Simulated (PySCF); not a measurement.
# CH2BF3 (SMILES BC(F)(F)F) at 6 levels

Aim: a comparison of 6 runs (HF/STO-3G, HF/3-21G, PBE0/6-31G, B3LYP/6-31G*, MP2/cc-pVTZ, CCSD(T)/6-311+G**) of CH2BF3. Input form: a Python script.

Program for the calculation: PySCF 2.14.0.

## Step 1: Starting point

CH2BF3: 7 atoms, total charge 0, spin state singlet. As SMILES, `BC(F)(F)F`. Geometry: relaxed at PBE0-D4/def2-TZVP.

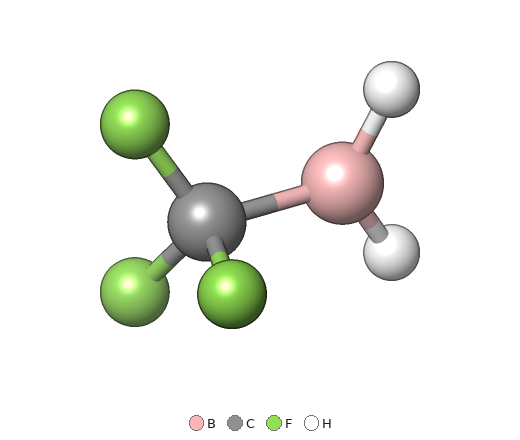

Viewed from a chosen angle; boron pink, carbon grey, fluorine green, hydrogen white.

## Step 2: Energy and gradient at HF/STO-3G (run 1)

calc.py

```python
from pyscf import gto, scf

mol = gto.M(
    atom=[
    ('B', (-0.646000, 0.517900, -0.478700)),
    ('C', (0.401500, -0.396900, 0.305300)),
    ('F', (0.019900, -0.762700, 1.536900)),
    ('F', (0.761000, -1.518100, -0.335100)),
    ('F', (1.515900, 0.364200, 0.439400)),
    ('H', (-1.356400, 1.230500, 0.153100)),
    ('H', (-0.634600, 0.497100, -1.666700)),
],
    charge=0,
    basis='sto-3g',
    verbose=4,
    spin=0,
    max_memory=1860,
)

mf = scf.RHF(mol)
mf.conv_tol = 1e-10
mf.kernel()
if not mf.converged:
    mf = mf.newton().run(mf.mo_coeff, mf.mo_occ)

etot = mf.e_tot
print(f'total energy: {etot:.8f} hartree')
grad = mf.nuc_grad_method().kernel()
mf.analyze()
```

Command:

```bash
$ OMP_NUM_THREADS=1 python calc.py
```

Output:

```text
PySCF version 2.14.0

[... 79 lines left out ...]
Two-electron Coulomb Energy =          360.897644912966598
[... 8 lines left out ...]
MO #6   energy= -1.59931361346912  occ= 2
[... 6 lines left out ...]
MO #13  energy= -0.599394123963808 occ= 2
[... 6 lines left out ...]
MO #20  energy= -0.377768519170393 occ= 2
[... 6 lines left out ...]
MO #27  energy= 0.822284485616833  occ= 0
[... 37 lines left out ...]
Dipole moment(X, Y, Z, Debye): -1.04022,  0.75425, -0.71607
```

It took 3 s on 1 thread of Intel Xeon at 2.50GHz (Skylake/Cascade Lake), shared host; peak memory 0.12 GiB.

## Step 3: Energy and gradient at HF/3-21G (run 2)

mol.xyz

```xyz
7

B     -0.646000     0.517900    -0.478700
C      0.401500    -0.396900     0.305300
F      0.019900    -0.762700     1.536900
F      0.761000    -1.518100    -0.335100
F      1.515900     0.364200     0.439400
H     -1.356400     1.230500     0.153100
H     -0.634600     0.497100    -1.666700
```

job.py

```python
# BC(F)(F)F
import pyscf.grad
from pyscf import gto

mol = gto.M(
    atom='mol.xyz',
    spin=0,
    verbose=4,
    max_memory=1860,
    charge=0,
    basis='3-21g',
)

mf = mol.RHF()
mf.conv_tol = 1e-10
mf.kernel()
if not mf.converged:
    mf = mf.newton().run(mf.mo_coeff, mf.mo_occ)

energy = mf.e_tot
print(f'total energy: {energy:.8f} hartree')
grad = mf.Gradients().kernel()
dip = mf.dip_moment()
pop, q = mf.mulliken_pop()
```

Command:

```bash
$ OMP_NUM_THREADS=1 python job.py
```

Output:

```text
PySCF version 2.14.0

[... 61 lines left out ...]
converged SCF energy = -360.051740142009
total energy: -360.05174014 hartree
[... 13 lines left out ...]
Dipole moment(X, Y, Z, Debye): -1.77116,  1.16648, -1.17157
[... 57 lines left out ...]
charge of    6H =     -0.00325
```

Wall time 3.3 s (1 thread of Intel Xeon at 2.50GHz (Skylake/Cascade Lake), shared host); peak memory 0.12 GiB.

Runs 3 to 5 aren't shown in full; the table further down has their settings and results.

## Step 4: The energy at CCSD(T)/6-311+G(d,p) (run 6)

geometry.xyz

```xyz
7

B     -0.646000     0.517900    -0.478700
C      0.401500    -0.396900     0.305300
F      0.019900    -0.762700     1.536900
F      0.761000    -1.518100    -0.335100
F      1.515900     0.364200     0.439400
H     -1.356400     1.230500     0.153100
H     -0.634600     0.497100    -1.666700
```

run.py

```python
from pyscf import gto, scf, cc

system = gto.M(
    atom='geometry.xyz',
    verbose=3,
    max_memory=1860,
    basis='6-311+g**',
)

mf = scf.RHF(system)
mf.conv_tol = 1e-10
mf.kernel()
if not mf.converged:
    mf = mf.newton().run(mf.mo_coeff, mf.mo_occ)

mycc = cc.CCSD(mf, frozen=5)
mycc.kernel()
e_t = mycc.ccsd_t()
e_tot = mycc.e_tot + e_t
print(f'total energy: {e_tot:.8f} hartree')
dip = mf.dip_moment()
pop, q = mf.mulliken_pop()
```

Command:

```bash
$ OMP_NUM_THREADS=1 python run.py
```

Output:

```text
converged SCF energy = -362.11557618562
[... 2 lines left out ...]
total energy: -362.99575870 hartree
Dipole moment(X, Y, Z, Debye): -1.79324,  1.17486, -1.18368
[... 130 lines left out ...]
charge of    6H =      0.01699
```

It took 4.4 min on 1 thread of Intel Xeon at 2.50GHz (Skylake/Cascade Lake), shared host; peak memory 1.9 GiB.

## Step 5: The series

```csv
run,level,integration grid,Cartesian functions,energy (Eh),dipole moment (D) of the reference,HOMO energy (eV),LUMO energy (eV),wall time
1,HF/STO-3G,–,no,-357.028903,1.47,-10.28,5.30,3 s
2,HF/3-21G,–,no,-360.051740,2.42,-14.13,1.14,3.3 s
3,PBE0/6-31G,5,no,-363.193261,2.11,-10.07,-2.69,25 s
4,B3LYP/6-31G* (Cartesian functions),5,yes,-363.651355,1.57,-9.39,-2.54,40 s
5,MP2/cc-pVTZ,–,no,-363.153725,2.19,-14.28,1.02,4.5 min
6,CCSD(T)/6-311+G**,–,no,-362.995759,2.45,-14.45,0.58,4.4 min
```

## Step 6: Results

| quantity | value |
| --- | --- |
| run 6: total energy | -362.99576 Eh |
| run 6: dipole moment (Hartree–Fock density) | 2.45 D |
| run 6: HOMO energy (Hartree–Fock orbitals) | -14.45 eV |
| run 6: LUMO energy (Hartree–Fock orbitals) | 0.58 eV |
| run 6: HOMO–LUMO gap (Hartree–Fock orbitals) | 15.03 eV |
| run 6: correlation energy (5 core orbitals frozen) | -880.2 mEh |
| run 6: (T) correction | -23.71 mEh |
| run 6: T1 diagnostic | 0.013 |

Over runs 1, 2, 3, 4 the dipole moment (its size) runs from 1.47 D (HF/STO-3G) to 2.42 D (HF/3-21G). Over runs 1, 2, 3, 4 the HOMO–LUMO gap runs from 6.85 eV (B3LYP/6-31G*) to 15.58 eV (HF/STO-3G). The two ends differ in method and basis. Totals of different functionals can't be ranked against each other. In run 1 the basis is minimal, so the values are rough. All runs together took 10 min, the longest 4.5 min.
